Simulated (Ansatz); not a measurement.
The starting structures come from a database of crystals and need not be the phases stable at ambient conditions.

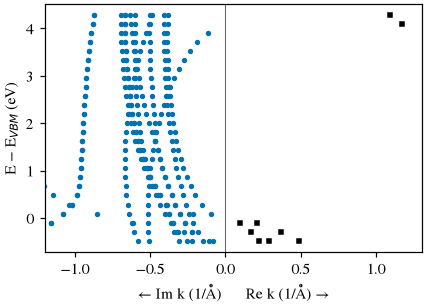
Figure. Complex bands at the centre of the two-dimensional zone; Ansatz (a quantum-chemistry and plane-wave program) with r2SCAN

No gap correction and no spin-orbit coupling; mid-gap values are interpolated between computed energies.

Q: This is Be$_{3}$N$_{2}$ (P6_3/mmc, not sure to be the ambient phase, 10 atoms a cell, 6.8 Å³ an atom) along the normal of (100). Read off the slowest decay at the centre of the two-dimensional zone at 2.00 eV, the computed energy nearest the middle of the gap.

A: κ ≈ 0.35 1/Å, a decay length 1/(2κ) of the density of 1.4 Å.
